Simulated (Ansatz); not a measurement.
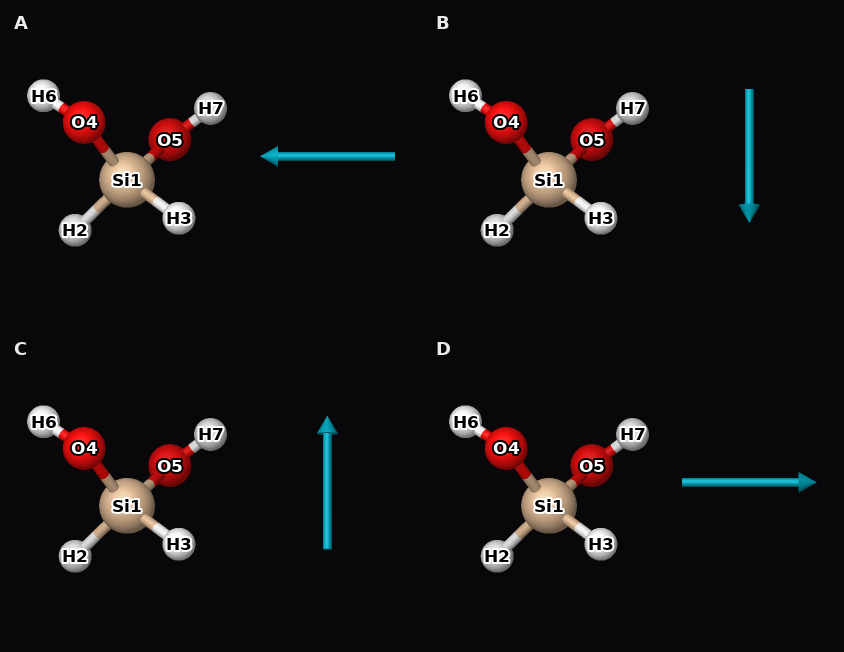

The same molecule four times, each with an arrow. The geometry was computed by an optimisation with PBE0-D4/def2-TZVP. Properties computed with RKS PBE0-D4/def2-TZVP (Ansatz 0.2.0).

**Which arrow points along the dipole moment, from the negative to the positive end?**

C. The dipole moment is 1.07 D; it points from the side of H2, H3 to the side of H6, H7 (the outermost atoms at the two ends).
